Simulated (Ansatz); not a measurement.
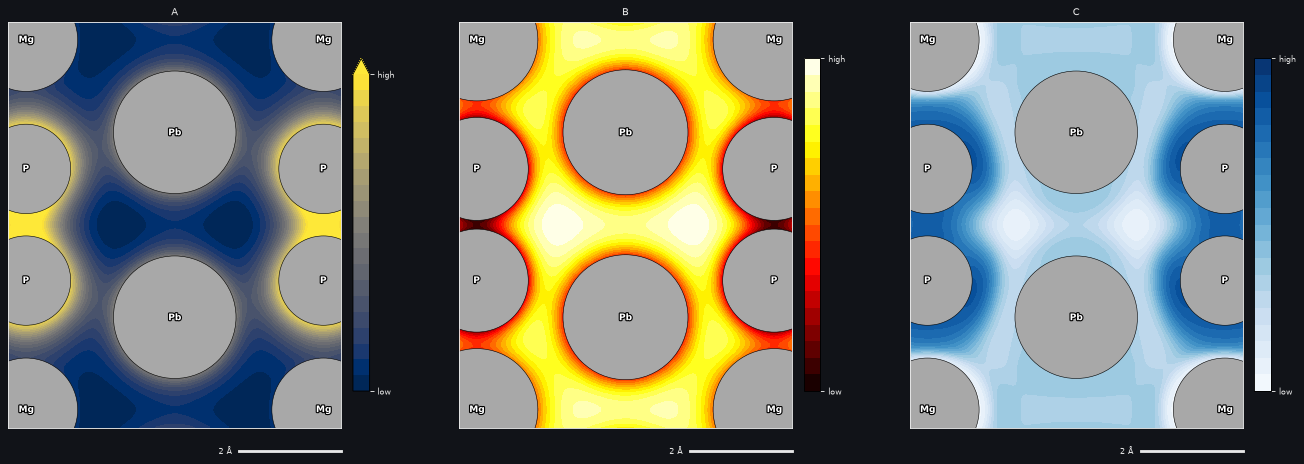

MgP$_{2}$Pb$_{2}$: 3 fields on the (100) plane of the conventional cell, with unlabelled colour scales. Grey discs cover the atomic cores.

Space group I4/mmm; a structure from a database of computed crystals, not necessarily the ambient phase; started from the CaSi2Ni2-139 prototype, which need not be the ambient phase.

These are results of DFT, r2SCAN+rVV10, plane waves, PAW (Ansatz), not measurements.

### Which field does each panel show? The fields are: electron localisation function, electrostatic potential energy of an electron and valence pseudo-density.

Panel A: valence pseudo-density. Panel B: electrostatic potential energy of an electron (low next to the atoms, rising into the space between them). Panel C: electron localisation function. From the grid: P–P (2.19 Å): ρ at the midpoint is about 0.75 e/Å³; the ELF peaks at about 0.85 between the atoms. Mg–P (2.53 Å): ρ at the midpoint is about 0.29 e/Å³; the ELF peaks at about 0.80 in the valence shell of P, 0.9 Å from its nucleus, and is about 0.65 at the midpoint.
